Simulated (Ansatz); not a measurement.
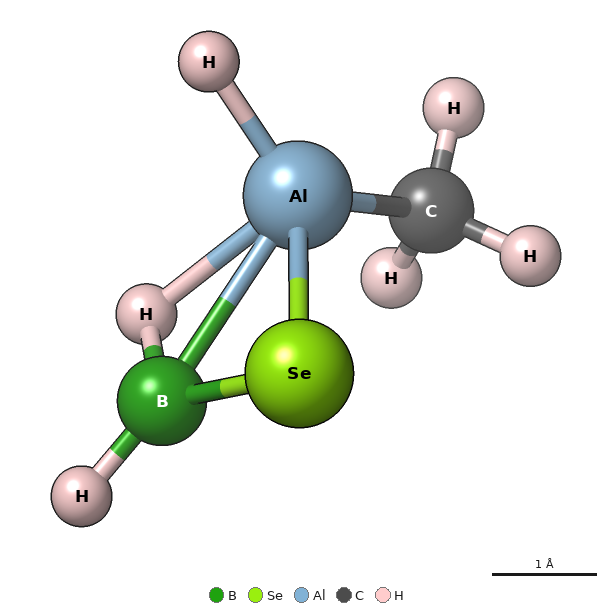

Distant atoms are faded towards the background colour. The geometry was computed by an optimisation with PBE-D4/def2-SVP. No frequency run is at hand to confirm it as a minimum. Masses are those of the most abundant isotopes; constants are for the rigid equilibrium geometry.

Classify the rotor and give the rotational constants (GHz).

An asymmetric top (C1): A = 7.18, B = 1.86, C = 1.74 GHz. Ray's parameter κ is −0.95, close to the prolate limit.
